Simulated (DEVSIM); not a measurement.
Structure: W/SiON/n-Ge capacitor, at 300 K.

```
layer (left to right)  material  thickness (nm)  Nd (cm⁻³)
---------------------  --------  --------------  ---------
1                          SiON            6.90          -
2                            Ge            2000     9.1e16
```

Metal gate on the left, work function 4.6 eV. Fixed charge at the semiconductor interface 1.6e10 cm⁻² (in units of +e); interface traps 1e11 cm⁻² eV⁻¹, uniform in energy, neutral level at 0.5 of the gap above the valence band.

The device is made up for the run: typed textbook-type constants, with dimensions and the other settings drawn at random. Values at 300 K.

```csv
parameter,SiON,Ge
gap (eV),7,0.664
affinity (eV),1.4,4
permittivity,5.5,16
Nc (cm⁻³),-,1.04e19
Nv (cm⁻³),-,6e18
```

Simulated with DEVSIM: 1D Poisson equation in equilibrium, Boltzmann statistics, complete ionisation; no quantum confinement or tunnelling. Metal contacts follow the ideal Schottky-Mott rule: no Fermi-level pinning, no interface dipoles.

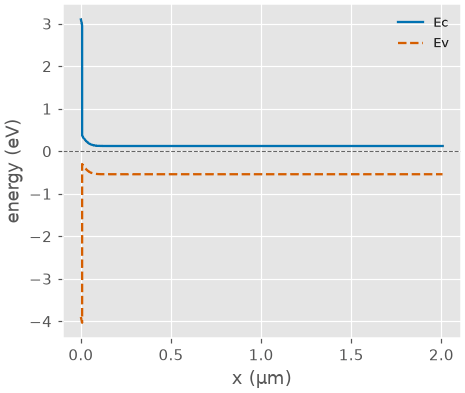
*Band edges at 0.1 V on the gate*

Energies count from the Fermi level of the right contact; mesh points crowd at the junctions.

```csv
x (μm),Ec (eV),Ev (eV),n (cm⁻³),p (cm⁻³),field (V/cm)
0.000,3.100,-3.900,< 1e2,< 1e2,-200000
0.001123,3.078,-3.922,< 1e2,< 1e2,-200000
0.002850,3.043,-3.957,< 1e2,< 1e2,-200000
0.005015,3.000,-4.000,< 1e2,< 1e2,-200000
0.006757,2.965,-4.035,< 1e2,< 1e2,-200000
0.007804,0.357,-0.307,1.1e13,4.1e13,-65000
0.01009,0.342,-0.322,1.9e13,2.3e13,-63000
0.01735,0.299,-0.365,1.0e14,4.4e12,-56000
0.03020,0.236,-0.428,1.1e15,3.8e11,-42000
0.05555,0.159,-0.505,2.2e16,2.0e10,-19000
0.1107,0.124,-0.540,8.6e16,5.1e9,-900
0.2858,0.122,-0.541,9.1e16,4.8e9,≈ 0
0.5761,0.122,-0.541,9.1e16,4.8e9,≈ 0
1.163,0.122,-0.541,9.1e16,4.8e9,≈ 0
1.692,0.122,-0.541,9.1e16,4.8e9,≈ 0
1.858,0.122,-0.541,9.1e16,4.8e9,≈ 0
1.934,0.122,-0.541,9.1e16,4.8e9,≈ 0
1.973,0.122,-0.541,9.1e16,4.8e9,≈ 0
1.995,0.122,-0.541,9.1e16,4.8e9,≈ 0
2.002,0.122,-0.541,9.1e16,4.8e9,≈ 0
2.005,0.122,-0.541,9.1e16,4.8e9,≈ 0
2.007,0.122,-0.541,9.1e16,4.8e9,≈ 0
```
